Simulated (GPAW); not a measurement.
# 2H-WOS monolayer: work function by functional and basis, part 2 of 2

Aim: the work function of both faces of 2H-WOS monolayer, and its spread over functionals and bases. Where a layer proves gapped, the work function hangs on where the smearing puts the Fermi level, and the band edges take its place.

GPAW 26.7.0; GPAW, PAW setups; layer in a repeated cell with vacuum, relaxation of atoms and in-plane cell (the session's first sound run).

So far, upper work function (eV): step 3 (plane waves, PBE) 5.69; step 5 (OptPBE vdW: xc = "optPBE-vdW", GPAW, PAW setups, GPAW) 5.99; step 6 (self-consistent run: xc = "RPBE") 5.55; step 7 (self-consistent run: xc = "LDA") 6.06; step 8 (self-consistent run: xc = "vdW-DF2", GPAW, PAW setups, GPAW) 6.21.

## Step 9: Real-space grid: mode = "fd"

Level of this step: GPAW, PAW setups; slab in vacuum (GPAW).

A real-space grid is a second complete basis, so it checks the plane-wave result.

Input file run.py:

```python
import json
import numpy as np
from ase import Atoms
from gpaw import GPAW

slab = Atoms(
    ['S', 'W', 'O'],
    positions=[
        [-0.00000, 1.72636, 7.00000],
        [0.00000, -0.00000, 8.64129],
        [0.00000, 1.72636, 9.81273]],
    cell=[[2.99015, 0.0, 0.0], [-1.49508, 2.58955, 0.0], [0.0, 0.0, 16.8127]],
    pbc=[True, True, False])

slab.calc = GPAW(mode='fd', h=0.18, xc='PBE', kpts={'size': (12, 12, 1), 'gamma': True},
                 occupations={'name': 'fermi-dirac', 'width': 0.05}, nbands='160%',
                 convergence={'density': 1e-05}, maxiter=200,
                 poissonsolver={'dipolelayer': 'xy'},
                 symmetry={'tolerance': 1e-3}, txt='slab.txt')
result = {}
energy = slab.get_potential_energy()
fermi = slab.calc.get_fermi_level()
v = slab.calc.get_electrostatic_potential().mean((0, 1)) - fermi
n = slab.calc.get_pseudo_density().mean((0, 1))
L = slab.cell[2, 2]
z = np.arange(len(v)) * L / len(v)
low, high = slab.positions[:, 2].min(), slab.positions[:, 2].max()
below, above = np.interp([low - 4.8, high + 4.8], z, v)
slopes = [np.interp(x, z, np.gradient(v, z)) for x in (low - 4.8, high + 4.8)]
eps = np.array([[slab.calc.get_eigenvalues(k, s) for k in range(len(slab.calc.get_ibz_k_points()))]
                for s in range(slab.calc.get_number_of_spins())]) - fermi
top, bottom = eps[eps < 0].max(), eps[eps > 0].min()
dipole = slab.get_dipole_moment()[2]
print(f'energy {energy:.4f} eV, Fermi level {fermi:.4f} eV, dipole {dipole:.5f} e A')
print(f'potential 4.8 A off the faces, from the Fermi level: lower {below:.4f} eV, upper {above:.4f} eV')
print(f'slope of the potential there: lower {slopes[0]:.5f}, upper {slopes[1]:.5f} eV/A')
print(f'nearest levels on the mesh: {top:.4f} and {bottom:.4f} eV')
print('magnetic moment', round(slab.get_magnetic_moment(), 3))
result.update(energy=energy, fermi=fermi, dipole=dipole, below=below, above=above, slopes=slopes, edges=[top, bottom],
              z=z.tolist(), v=v.tolist(), n=n.tolist(), positions=slab.positions.tolist(),
              forces=slab.get_forces(apply_constraint=False).tolist(), moments=slab.get_magnetic_moments().tolist())
json.dump(result, open('result.json', 'w'))
```

Command:

```
OMP_NUM_THREADS=1 OPENBLAS_NUM_THREADS=1 python run.py
```

Output:

```text
energy -24.8244 eV, Fermi level -4.8556 eV, dipole -0.07195 e A
potential 4.8 A off the faces, from the Fermi level: lower 4.0151 eV, upper 5.6961 eV
slope of the potential there: lower -0.00008, upper 0.00001 eV/A
nearest levels on the mesh: -0.8216 and 0.8446 eV
magnetic moment 0.0
```

The job ended after 72 s (1 thread of Arm Neoverse V1, shared host; peak memory 0.4 GiB).

Numbers from this step:

```yaml
dipole_along_the_normal: -0.07195 e·Å
levels_nearest_the_fermi_level_on_the_mesh: -0.8216, 0.8446 eV from the Fermi level
upper_work_function: 5.696 eV
lower_work_function: 4.015 eV
upper_ionisation_energy: 6.518 eV
```

The highest filled level lies 0.822 eV under the Fermi level, so the ionisation energy from the upper face is 5.696 + 0.822 = 6.518 eV, against 6.504 eV in the base run.

## Step 10: Atomic orbitals: mode = "lcao"

Atom-centred orbitals end a few angstrom from the surface, which tests how much the density's tail matters.

Changes to run.py since step 9:

```diff
@@ -14,4 +14,4 @@
 
-slab.calc = GPAW(mode='fd', h=0.18, xc='PBE', kpts={'size': (12, 12, 1), 'gamma': True},
-                 occupations={'name': 'fermi-dirac', 'width': 0.05}, nbands='160%',
+slab.calc = GPAW(mode='lcao', basis='dzp', h=0.18, xc='PBE', kpts={'size': (12, 12, 1), 'gamma': True},
+                 occupations={'name': 'fermi-dirac', 'width': 0.05}, nbands='120%',
                  convergence={'density': 1e-05}, maxiter=200,
```

Output:

```text
energy -23.3371 eV, Fermi level -4.9255 eV, dipole -0.08797 e A
potential 4.8 A off the faces, from the Fermi level: lower 3.8978 eV, upper 5.9533 eV
slope of the potential there: lower 0.00000, upper 0.00000 eV/A
nearest levels on the mesh: -0.7588 and 0.7957 eV
magnetic moment 0.0
```

The job ended after 89 s (1 thread; peak memory 0.25 GiB).

This step gave:

```
dipole along the normal                    : -0.08797 e·Å
levels nearest the Fermi level on the mesh : -0.7588, 0.7957 eV from the Fermi level
upper work function                        : 5.953 eV
lower work function                        : 3.898 eV
upper ionisation energy                    : 6.712 eV
```

The highest filled level lies 0.759 eV under the Fermi level, so the ionisation energy from the upper face is 5.953 + 0.759 = 6.712 eV, against 6.504 eV in the base run.

## Step 11: The ladder

Times are for 1 thread of Arm Neoverse V1, shared host. The series side by side:

| no. | run | upper ionisation energy (eV) | time | memory (GiB) |
| --- | --- | --- | --- | --- |
| 1 | pw | 6.504 | 28 s | 0.19 |
| 2 | revPBE | 6.368 | 29 s | 0.19 |
| 3 | optPBE vdW | 6.818 | 38 s | 0.32 |
| 4 | RPBE | 6.368 | 28 s | 0.19 |
| 5 | LDA | 6.864 | 26 s | 0.19 |
| 6 | vdW DF2 | 7.058 | 38 s | 0.32 |
| 7 | fd | 6.518 | 72 s | 0.4 |
| 8 | lcao | 6.712 | 89 s | 0.25 |

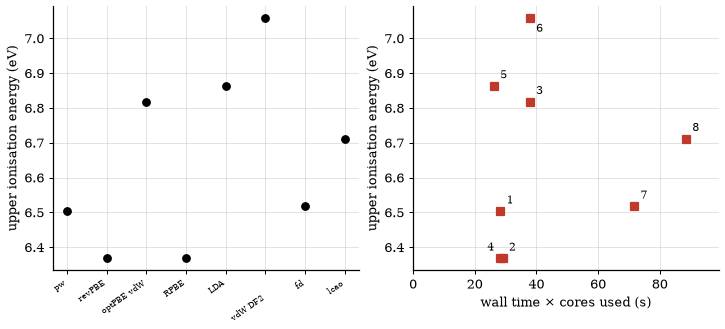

The series as plots; the last panel sets the first result against cost, with the runs numbered as in the table.

## Step 12: Side by side

Results and costs are gathered.

This step: comparison of work functions, dipole and cost (GPAW 26.7.0).

Ladder, by row:

| step | code | work function, upper (eV) | work function, lower (eV) | dipole (e Å) | wall time (s) | peak memory (GiB) | threads |
| --- | --- | --- | --- | --- | --- | --- | --- |
| pw | GPAW | 5.686 | 4.016 | -0.07134 | 28.32 | 0.19 | 1 |
| revPBE | GPAW | 5.55 | 3.913 | -0.06991 | 29.05 | 0.19 | 1 |
| optPBE-vdW | GPAW | 5.991 | 4.273 | -0.07339 | 37.86 | 0.32 | 1 |
| RPBE | GPAW | 5.546 | 3.917 | -0.06962 | 28.33 | 0.19 | 1 |
| LDA | GPAW | 6.062 | 4.277 | -0.0763 | 26.24 | 0.19 | 1 |
| vdW-DF2 | GPAW | 6.211 | 4.419 | -0.07658 | 37.88 | 0.32 | 1 |
| fd | GPAW | 5.696 | 4.015 | -0.07195 | 71.71 | 0.4 | 1 |
| lcao | GPAW | 5.953 | 3.898 | -0.08797 | 88.51 | 0.25 | 1 |

## Step 13: A changed run

One more run, with changed settings.

This step: GPAW, PAW setups; slab in vacuum (GPAW 26.7.0).

Changes to run.py since step 10:

```diff
@@ -3,3 +3,3 @@
 from ase import Atoms
-from gpaw import GPAW
+from gpaw import GPAW, PW
 
@@ -14,5 +14,5 @@
 
-slab.calc = GPAW(mode='lcao', basis='dzp', h=0.18, xc='PBE', kpts={'size': (12, 12, 1), 'gamma': True},
-                 occupations={'name': 'fermi-dirac', 'width': 0.05}, nbands='120%',
-                 convergence={'density': 1e-05}, maxiter=200,
+slab.calc = GPAW(mode=PW(60), xc='PBE', kpts={'size': (12, 12, 1), 'gamma': True},
+                 occupations={'name': 'fermi-dirac', 'width': 0.05}, nbands='160%',
+                 convergence={'density': 1e-05}, maxiter=100,
                  poissonsolver={'dipolelayer': 'xy'},
```

Output:

```text
energy 125.3245 eV, Fermi level 1.7781 eV, dipole -0.02137 e A
potential 4.8 A off the faces, from the Fermi level: lower 5.1643 eV, upper 5.4131 eV
slope of the potential there: lower -0.27534, upper 0.25101 eV/A
nearest levels on the mesh: -0.0705 and 0.1154 eV
magnetic moment 0.0
```

Run time: 7.8 s. Hardware: 1 thread; peak memory 0.12 GiB.

The run finished. A setting was moved off its sound value on purpose, so it serves as a test and not as the result.

The fault put into the input: a cutoff far too low (ecut = 60).

Side by side:

| quantity | this run | sound run | difference |
| --- | --- | --- | --- |
| dipole along the normal (e·Å) | -0.021371 | -0.071336 | 0.0500 |

The two runs differ clearly in the dipole along the normal: -0.0214 e·Å against -0.0713 e·Å.

## Step 14: Outcome

| Quantity | Value |
| --- | --- |
| work function, upper and lower face (Fermi level placed in the gap by the smearing) | 5.686 and 4.016 eV |
| ionisation energy from the upper face (highest filled level on the mesh) | 6.50 eV |
| electron affinity from the upper face (lowest empty Kohn-Sham level on the mesh) | 4.84 eV |
| dipole along the normal | -0.0713 e Å |

With plane waves and PBE the ionisation energy from the upper face is 6.50 eV and the Kohn-Sham electron affinity 4.84 eV. The two faces differ by 1.7 eV, the step that the slab's dipole makes (e p/(ε0 A) gives 1.7 eV), so the dipole layer is needed. The levels nearest the Fermi level on the mesh lie 1.66 eV apart, so the slab is gapped there: the smearing puts the Fermi level inside the gap, and from either face the ionisation energy is the work function plus 0.82 eV. Both are Kohn-Sham levels on the mesh, and semilocal gaps are too small, so the affinity tends to come out too large and the ionisation energy too small. Work functions of a gapped slab move with the place of the Fermi level in the gap; over the runs without a planted fault the highest filled level on the mesh lies 6.37 (revPBE) to 7.06 eV (vdW-DF2) under the upper vacuum level. With elements this heavy, spin-orbit coupling can move band edges by tenths of an eV. The relaxation of atoms and cell ran in a fully periodic cell without the dipole layer, so the atoms of this polar layer felt a small spurious field. The layer's cell and atoms come from the relaxation; spin-orbit coupling and temperature are left out.

[Logs are printed without paths, hosts, clocks, repeated set-up lines and the standing remarks that a program may print on its own settings, such as how far it seeks lower states.]

[Hosts, paths, dates, database ids (printed as entryN), source tags and the programs' standing remarks are cut or masked in the printed files.]
